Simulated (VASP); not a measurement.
Band structure of Be4S3Te (ordered alloy cell). Method: PBEsol GGA, VASP's PBE PAW potentials (set 64) (plane waves; VASP 6.6.1).

Unless said otherwise, spin-orbit coupling is left out, though it shifts the bands of the heavy elements here.

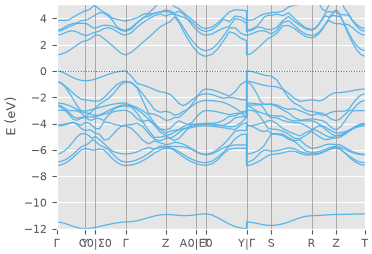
Figure: Bands along high-symmetry lines, zero at the valence-band maximum or, without a gap, the Fermi level

### Question
Read the plot: is there a gap, and where are the band edges?

### Answer
The gap is indirect, 1.12 eV, from the valence maximum at Γ to the conduction minimum at T. (Edges off the drawn lines would not show.)

The structure was generated: Be4S3Te was put into an ordered model structure (Amm2), which need not be its known phase. It was relaxed first.
